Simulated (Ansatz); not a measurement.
**TiP: pressure series**

Start from TiP (space group P6_3/mmc, No. 194; a = 3.455 Å, c = 11.605 Å).

Cell and atoms are relaxed at each pressure.

All numbers come from plane-wave PAW DFT at the PBEsol level (Ansatz, a quantum-chemistry and plane-wave program, 420 eV), no spin-orbit coupling.

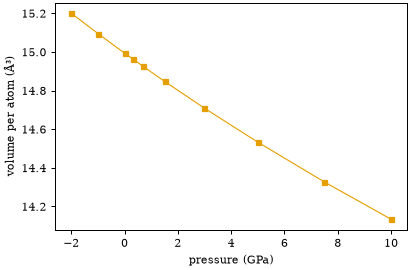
Fig. 1. Volume per atom against pressure

```
pressure (GPa)  volume per atom
--------------  ---------------
-2                     15.20 Å³
-1                     15.10 Å³
0.3                    14.97 Å³
0.7                    14.93 Å³
1.5                    14.85 Å³
3                      14.71 Å³
5                      14.53 Å³
7.5                    14.33 Å³
10                     14.13 Å³
```

Load acts through the strain it causes; cell and atoms are relaxed under it. Whether these cells are dynamically stable was not tested. No other phases were tried under pressure. All final runs are without spin polarisation.
